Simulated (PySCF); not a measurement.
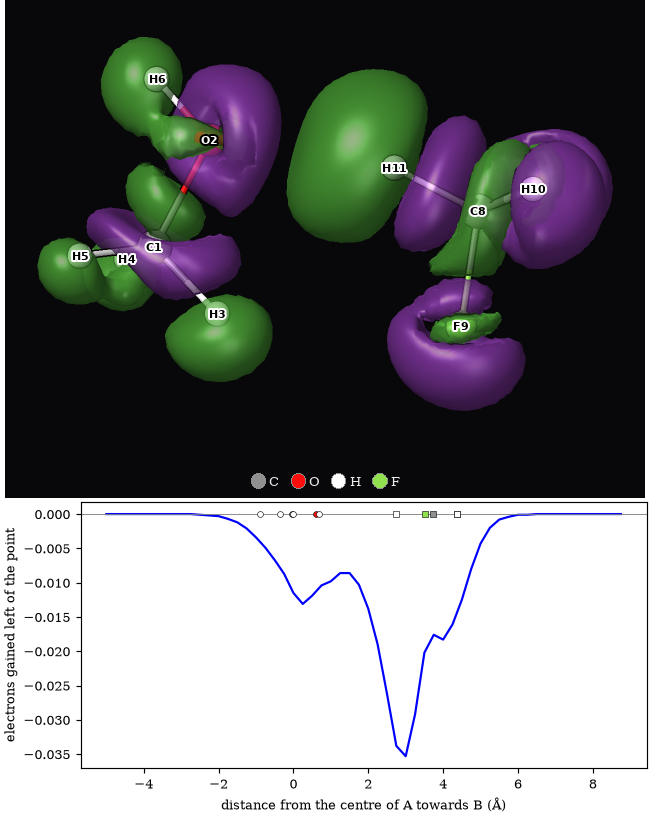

C2H6F2O, SMILES `CO.FCF`. Density of the complex less the densities of the two fragments at the same geometry, ±0.002 e/Å³ (purple: gain, green: loss). Fragment A: H4CO (atoms 1–6); fragment B: H2CF2. Below: the charge-displacement curve along the line of centres (A on the left).

Method: r2SCAN/def2-SVP; geometry: GFN2-xTB; program: PySCF.

Input script:

```python
import numpy as np
from pyscf import gto, scf, dft
from pyscf.scf import atom_ks, atom_hf
from scipy.linalg import block_diag
from pyscf.dispersion import dftd3

def solve(mol, dm0=None, hcore=None):
    mf = (dft.UKS if mol.spin else dft.RKS)(mol, xc='r2scan')
    mf.grids.level = 3
    mf = mf.density_fit(auxbasis='def2-universal-jkfit')
    mf.conv_tol, mf.max_cycle = 1e-8, 80
    if hcore is not None:
        mf.get_hcore = lambda *args: hcore
    mf.kernel(dm0)
    if not mf.converged:
        mf = mf.newton().run(mf.mo_coeff, mf.mo_occ, max_cycle=30)
    assert mf.converged, 'SCF not converged'
    return mf

mol = gto.M(atom='''
C     -2.37863     0.45401     0.28764
O     -1.87197    -0.73169    -0.28742
H     -1.62448     1.22393     0.13550
H     -2.55330     0.33436     1.36121
H     -3.30916     0.76576    -0.19602
H     -2.51853    -1.43555    -0.17045
F      2.06045    -0.75583     0.48667
C      1.29115    -0.12604    -0.42334
F      1.21037     1.17221    -0.06490
H      1.78488    -0.18731    -1.40256
H      0.28387    -0.56292    -0.41004
''', basis='def2-svp', charge=0, spin=0, verbose=4)
mol_a = gto.M(atom='''
C     -2.37863     0.45401     0.28764
O     -1.87197    -0.73169    -0.28742
H     -1.62448     1.22393     0.13550
H     -2.55330     0.33436     1.36121
H     -3.30916     0.76576    -0.19602
H     -2.51853    -1.43555    -0.17045
ghost-F      2.06045    -0.75583     0.48667
ghost-C      1.29115    -0.12604    -0.42334
ghost-F      1.21037     1.17221    -0.06490
ghost-H      1.78488    -0.18731    -1.40256
ghost-H      0.28387    -0.56292    -0.41004
''', basis='def2-svp', charge=0, spin=0, verbose=4)
mol_b = gto.M(atom='''
ghost-C     -2.37863     0.45401     0.28764
ghost-O     -1.87197    -0.73169    -0.28742
ghost-H     -1.62448     1.22393     0.13550
ghost-H     -2.55330     0.33436     1.36121
ghost-H     -3.30916     0.76576    -0.19602
ghost-H     -2.51853    -1.43555    -0.17045
F      2.06045    -0.75583     0.48667
C      1.29115    -0.12604    -0.42334
F      1.21037     1.17221    -0.06490
H      1.78488    -0.18731    -1.40256
H      0.28387    -0.56292    -0.41004
''', basis='def2-svp', charge=0, spin=0, verbose=4)
ab, a, b = solve(mol), solve(mol_a), solve(mol_b)
e_int = ab.e_tot - a.e_tot - b.e_tot
print('counterpoise-corrected interaction energy / kcal/mol', e_int * 627.5095)
def disp(atoms, charge):
    m = gto.M(atom=atoms, charge=charge, basis='sto-3g', spin=None, unit='Bohr', verbose=0)
    return dftd3.DFTD3Dispersion(m, xc='r2scan', version='d3bj').get_dispersion()['energy']
e_disp = disp(mol._atom, mol.charge) - disp(mol._atom[:6], mol_a.charge) - disp(mol._atom[6:], mol_b.charge)
print('D3(BJ) part / kcal/mol', e_disp * 627.5095)
# spherically averaged free atoms, for the promolecule
atm = atom_ks.get_atm_nrks(mol, xc='r2scan')
pro = block_diag(*[(atm[a[0]][2] * atm[a[0]][3]) @ atm[a[0]][2].T for a in mol._atom])
np.savez('result.npz', e_int=e_int, e_disp=e_disp, dm_a=a.make_rdm1(), dm_b=b.make_rdm1(), c=ab.mo_coeff, occ=ab.mo_occ, eps=ab.mo_energy, pro=pro, d=[f.dip_moment(verbose=0) for f in (ab, a, b)])
```

Launched as:

```sh
OMP_NUM_THREADS=1 python input.py
```

The run took 29 s on 1 thread of Intel(R) Xeon(R) 6975P-C (Granite Rapids), on a shared host, peak memory 0.47 GiB.

Partitions, critical points and surface values were worked out afterwards from this run's density.

Which way does charge flow?

Hirshfeld charges show 0.012 e passing from A to B. By Hirshfeld charges, electrons gather most on F9 (−0.009 e) and leave H11 most (+0.019 e); 0.07 e is displaced in all, which induces a dipole of 0.45 D.

What is the interaction energy, and which contacts carry it?

The counterpoise-corrected interaction energy of the frozen fragments is −2.3 kcal/mol without dispersion correction and −2.7 kcal/mol with D3(BJ). The pair geometry is semi-empirical, not a minimum at this level. Contacts: O2···H11, weak C–H hydrogen bond, 2.17 Å, ρ = 0.018 a.u.; H3···F9, weak C–H hydrogen bond, 2.84 Å, ρ = 0.003 a.u. The pose is a local one from a semi-empirical search, not shown to be the most stable.
